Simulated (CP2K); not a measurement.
# CH4FSi− (SMILES C[SiH-]F) at PM3

What is the vertical ionisation energy of CH4FSi− at PM3? 

The calculation is run with CP2K 2026.2.

10 further runs of the same task are left out: 6 that didn't finish, 4 set aside as unsound or not needed.

### 1 The structure to begin with

CH4FSi−: 7 atoms, total charge -1, spin state singlet. As SMILES, `C[SiH-]F`. Geometry: relaxed at GFN2-xTB.

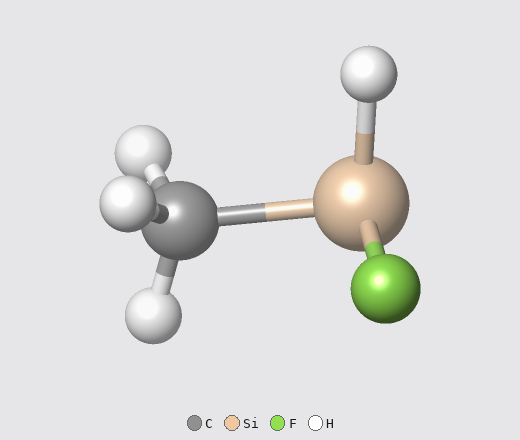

The structure, seen from a chosen angle (carbon grey, silicon light orange, fluorine green, hydrogen white).

### 2 Energy and forces at PM3

The input, gas.inp:

```
&FORCE_EVAL
  METHOD QUICKSTEP
  &DFT
    CHARGE -1
    MULTIPLICITY 1
    # Quickstep
    &QS
      METHOD PM3
      EPS_DEFAULT 1.0E-10
      &SE
        &COULOMB
          CUTOFF [angstrom] 50
          RC_RANGE [angstrom] 0
        &END COULOMB
        &EXCHANGE
          CUTOFF [angstrom] 50
          RC_RANGE [angstrom] 0
        &END EXCHANGE
      &END SE
    &END QS
    # no periodic images
    &POISSON
      PERIODIC NONE
      POISSON_SOLVER ANALYTIC
    &END POISSON
    &SCF
      SCF_GUESS ATOMIC
      EPS_SCF 1.0E-06
      MAX_SCF 150
      ADDED_MOS 8
      &DIAGONALIZATION
        ALGORITHM STANDARD
      &END DIAGONALIZATION
      &MIXING
        METHOD DIRECT_P_MIXING
        ALPHA 0.4
      &END MIXING
    &END SCF
    # extra output
    &PRINT
      &MOMENTS
        PERIODIC F
        REFERENCE COM
        MAX_MOMENT 1
      &END MOMENTS
      &MO ON
        ENERGIES T
        OCCUPATION_NUMBERS T
        NDIGITS 6
        &EACH
          QS_SCF 0
        &END EACH
        ADD_LAST NUMERIC
      &END MO
      &HIRSHFELD OFF
      &END HIRSHFELD
    &END PRINT
  &END DFT
  &SUBSYS
    # box in angstrom
    &CELL
      ABC [angstrom] 13.3 13 11.9
      PERIODIC NONE
    &END CELL
    &COORD
      C     -0.619000     0.374770    -0.292140
      Si     0.995600    -0.664820    -0.301260
      F      0.619160    -1.743790     0.991740
      H     -1.448800    -0.178770    -0.743640
      H     -0.473380     1.273380    -0.902000
      H     -0.956350     0.705050     0.699130
      H      1.882770     0.234180     0.548170
    &END COORD
    &TOPOLOGY
      &CENTER_COORDINATES
      &END CENTER_COORDINATES
    &END TOPOLOGY
  &END SUBSYS
  # extra output
  &PRINT
    &FORCES ON
    &END FORCES
  &END PRINT
&END FORCE_EVAL

&GLOBAL
  PROJECT_NAME gas
  RUN_TYPE ENERGY_FORCE
  PRINT_LEVEL MEDIUM
&END GLOBAL
```

Command:

```sh
$ OMP_NUM_THREADS=1 cp2k.psmp -i gas.inp -o gas.out
```

What it wrote, cut to the lines that bear on the results:

```text
CP2K| version string:                                       CP2K version 2026.2
[...]
 GLOBAL| Method name                                                        CP2K
[...]
 GLOBAL| Run type                                                   ENERGY_FORCE
[...]
 *** WARNING in qs_environment.F:2210 :: More added MOs requested than     ***
 *** available. The full set of unoccupied MOs will be used. Use           ***
 *** 'ADDED_MOS -1' to always use all available MOs and to get rid of this ***
[...]
                             - Atoms:                                          7
[...]
                             - Spherical basis functions:                     16
[...]
 Number of electrons:                                                         20
[...]
     1 P_Mix/Diag. 0.40E+00    0.0     0.76637473       -22.2630127625 -2.23E+01
[...]
    16 DIIS/Diag.  0.18E-06    0.0     0.00000036       -25.5634082833 -3.84E-12
  *** SCF run converged in    16 steps ***
  Core-core repulsion energy [eV]:                            748.45969029004164
  Core Hamiltonian energy [eV]:                             -1167.88911250407182
  Two-electron integral energy [eV]:                         -552.37258652956928
  Electronic energy [eV]:                                   -1444.07540576885663
  Total energy [eV]:                                         -695.61571547881499
  Atomic reference energy [eV]:                               690.79588345691843
  Heat of formation [kcal/mol]:                              -111.14797568889605
[...]
 SE_DIPOLE| Moment [Debye]          2.58078206      -1.31359184      -1.93332474
 SE_DIPOLE| Derivative [a.u.]       0.00000000       0.00000000       0.00000000
 ENERGY| Total FORCE_EVAL ( QS ) energy [hartree]            -25.563408283302614
 FORCES| Atomic forces [hartree/bohr]
 FORCES|   Atom     x               y               z               |f|
 FORCES|      1 -1.84982044E-03  5.14615544E-03 -7.80723237E-04   5.52397323E-03
 FORCES|      2 -1.43978012E-02 -3.32037310E-02  4.22812483E-02   5.56550842E-02
 FORCES|      3  8.22234404E-03  2.41656399E-02 -3.80341844E-02   4.58059415E-02
 FORCES|      4  1.74285819E-03 -1.25663404E-03  9.42894640E-04   2.34643007E-03
 FORCES|      5  2.88218545E-05 -2.70342884E-04  9.15586420E-04   9.55099192E-04
 FORCES|      6  2.33341389E-03 -2.09873255E-03 -2.91857301E-03   4.28573997E-03
 FORCES|      7  3.92018371E-03  7.51764519E-03 -2.40624869E-03   8.81322088E-03
 FORCES| Sum    -3.46944695E-17 -3.05311332E-16  6.93889390E-17
 FORCES| Total atomic force                                       3.15013556E-16
[...]
```

Run time: 1.2 s. Hardware: 1 thread of AMD EPYC 7R43 (Zen 3), shared host; peak memory 0.18 GiB.

### 3 Doublet neutral CH4FSi at the same level

The input, mol.inp:

```
&GLOBAL
 PROJECT_NAME mol
 RUN_TYPE ENERGY_FORCE
 PRINT_LEVEL MEDIUM
&END GLOBAL

&FORCE_EVAL
 METHOD QS
 &DFT
  CHARGE 0
  MULTIPLICITY 2
  LSD T
  &QS
   METHOD PM3
   EPS_DEFAULT 1.0E-10
   &SE
    &COULOMB
     CUTOFF [angstrom] 50
     RC_RANGE [angstrom] 0
    &END COULOMB
    &EXCHANGE
     CUTOFF [angstrom] 50
     RC_RANGE [angstrom] 0
    &END EXCHANGE
   &END SE
  &END QS
  &POISSON
   PERIODIC NONE
   POISSON_SOLVER ANALYTIC
  &END POISSON
  &SCF
   SCF_GUESS ATOMIC
   EPS_SCF 1.0E-06
   MAX_SCF 150
   &DIAGONALIZATION
    ALGORITHM STANDARD
   &END DIAGONALIZATION
   &MIXING
    METHOD DIRECT_P_MIXING
    ALPHA 0.4
   &END MIXING
  &END SCF
  &PRINT
   &MOMENTS
    PERIODIC F
    REFERENCE COM
    MAX_MOMENT 1
   &END MOMENTS
   &MO ON
    ENERGIES T
    OCCUPATION_NUMBERS T
    NDIGITS 6
    &EACH
     QS_SCF 0
    &END EACH
    ADD_LAST NUMERIC
   &END MO
   &HIRSHFELD OFF
   &END HIRSHFELD
  &END PRINT
 &END DFT
 &SUBSYS
  &CELL
   ABC [angstrom] 13.3 13 11.9
   PERIODIC NONE
  &END CELL
  &COORD
   C     -0.619000     0.374770    -0.292140
   Si     0.995600    -0.664820    -0.301260
   F      0.619160    -1.743790     0.991740
   H     -1.448800    -0.178770    -0.743640
   H     -0.473380     1.273380    -0.902000
   H     -0.956350     0.705050     0.699130
   H      1.882770     0.234180     0.548170
  &END COORD
  &TOPOLOGY
   &CENTER_COORDINATES
   &END CENTER_COORDINATES
  &END TOPOLOGY
 &END SUBSYS
 &PRINT
  &FORCES ON
  &END FORCES
 &END PRINT
&END FORCE_EVAL
```

Command:

```sh
$ OMP_NUM_THREADS=1 cp2k.psmp mol.inp > mol.out
```

What it wrote, cut to the lines that bear on the results:

```text
CP2K| version string:                                       CP2K version 2026.2
[...]
 GLOBAL| Method name                                                        CP2K
[...]
 GLOBAL| Run type                                                   ENERGY_FORCE
[...]
                             - Atoms:                                          7
[...]
                             - Spherical basis functions:                     16
[...]
 Number of electrons:                                                         10
[...]
     1 P_Mix/Diag. 0.40E+00    0.0     0.38482356       -22.0378791891 -2.20E+01
[...]
    21 DIIS/Diag.  0.23E-06    0.0     0.00000062       -25.4733787584 -4.81E-12
  *** SCF run converged in    21 steps ***
  Core-core repulsion energy [eV]:                            748.45969029004164
  Core Hamiltonian energy [eV]:                             -1142.66812258070831
  Two-electron integral energy [eV]:                         -597.91491045412772
  Electronic energy [eV]:                                   -1441.62557780777229
  Total energy [eV]:                                         -693.16588751773065
  Atomic reference energy [eV]:                               690.79588345691843
  Heat of formation [kcal/mol]:                               -54.65359633634838
[...]
 SE_DIPOLE| Moment [Debye]         -0.06016628      -0.92704251       1.68988778
 SE_DIPOLE| Derivative [a.u.]       0.00000000       0.00000000       0.00000000
 ENERGY| Total FORCE_EVAL ( QS ) energy [hartree]            -25.473378758380164
 FORCES| Atomic forces [hartree/bohr]
 FORCES|   Atom     x               y               z               |f|
 FORCES|      1  4.61008132E-03 -4.37645928E-03 -1.97473958E-02   2.07452618E-02
 FORCES|      2 -3.75134403E-02 -2.03693382E-02  9.53571702E-02   1.04475634E-01
 FORCES|      3  1.57089098E-02  2.89657179E-02 -6.11208158E-02   6.94372866E-02
 FORCES|      4  6.54487770E-05 -3.05233851E-04  1.15322118E-03   1.19472605E-03
 FORCES|      5 -6.45578683E-04  4.55700877E-04  1.08720092E-03   1.34403905E-03
 FORCES|      6  6.80073636E-03 -4.73508613E-03 -4.23638860E-04   8.29762169E-03
 FORCES|      7  1.09738428E-02  3.64698709E-04 -1.63057418E-02   1.96579614E-02
 FORCES| Sum    -1.83880688E-16  1.38777878E-16 -6.93889390E-17
 FORCES| Total atomic force                                       2.40595577E-16
[...]
```

It took 1.3 s on 1 thread of AMD EPYC 7R43 (Zen 3), shared host; peak memory 0.18 GiB.

### 4 Outcome

Level: PM3.

| quantity | value |
| --- | --- |
| singlet CH4FSi−: total energy | -25.56341 Eh |
| singlet CH4FSi−: HOMO energy | -2.51 eV |
| singlet CH4FSi−: LUMO energy | 6.06 eV |
| singlet CH4FSi−: HOMO–LUMO gap | 8.57 eV |
| singlet CH4FSi−: heat of formation at this unrelaxed shape | -111.1 kcal/mol |
| singlet CH4FSi−: largest force on an atom | 2.862 eV/Å |
| doublet neutral CH4FSi: total energy | -25.47338 Eh |
| doublet neutral CH4FSi: dipole moment | 1.93 D |
| doublet neutral CH4FSi: HOMO energy (highest over α and β) | -8.81 eV |
| doublet neutral CH4FSi: heat of formation at this unrelaxed shape | -54.7 kcal/mol |
| doublet neutral CH4FSi: largest force on an atom | 5.372 eV/Å |
| vertical detachment energy (to the doublet neutral) | 2.450 eV |

What this shows: Removing an electron at fixed nuclei costs 2.45 eV (236 kJ/mol). The largest force (singlet CH4FSi−) is 2.86 eV/Å: the shape isn't a stationary point for this species at this level.
